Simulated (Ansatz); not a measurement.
# Sn3SbSe: the cost of one run

Computed with Ansatz 0.2.0 (DFT PBE, scalar-relativistic, plane waves, PAW, unless a step's input says otherwise).

1 further run of the same task is left out (it didn't finish).

### 1 The starting structure

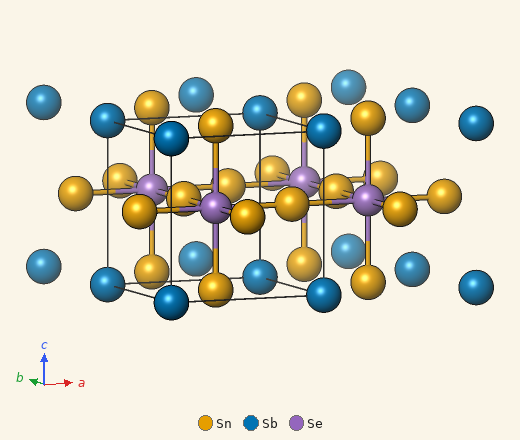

The starting structure, seen slightly off an axis (tin amber, antimony blue, selenium purple). 2×2×1 cells are drawn. Atoms on the faces are drawn again on the opposite ones.

As a file:

```xyz
5
Lattice="5.4022 0.0000 0.0000 0.0000 5.4022 0.0000 0.0000 0.0000 5.4022" Properties=species:S:1:pos:R:3 pbc="T T T"
Sn    2.7011    0.0000    2.7011
Sn    0.0000    2.7011    2.7011
Sn    2.7011    2.7011    0.0000
Sb    0.0000    0.0000    0.0000
Se    2.7011    2.7011    2.7011
```

A structure generator made this guess: species swapped into a database cell of Sc3SnB (Pm-3m, No. 221), with Sn on the Sc sites, Sb on the Sn sites and Se on the B sites. Its size is a rough estimate.

### 2 A first look at the guess

Input file input.yaml:

```yaml
crystal:
  lattice:
    - [5.40223165, 0.0, 0.0]
    - [0.0, 5.40223165, 0.0]
    - [0.0, 0.0, 5.40223165]
  atoms:
    - { symbol: Sn, position: [0.5, 0.0, 0.5] }
    - { symbol: Sn, position: [0.0, 0.5, 0.5] }
    - { symbol: Sn, position: [0.5, 0.5, 0.0] }
    - { symbol: Sb, position: [0.0, 0.0, 0.0] }
    - { symbol: Se, position: [0.5, 0.5, 0.5] }
basis:
  ecutwfc: 420
kpoints:
  mp_grid: { grid: [4, 4, 4] }
hamiltonian:
  xc: pbe
scf:
  occupations: { method: gaussian, width: 0.1 }
  lower_state_search: "off"
output:
  forces: true
  stress: true
  eigenvalues: true
```

Launch:

```console
$ ansatz run input.yaml --threads 1 --pin off --max-ram 2560MiB --backend cpu --events-out ev --progress --plain --runs-dir out
```

Q: Estimate wall time and peak memory on 1 thread of Arm Neoverse V2, shared host.

About 4.4 s, with a peak of 0.42 GiB.
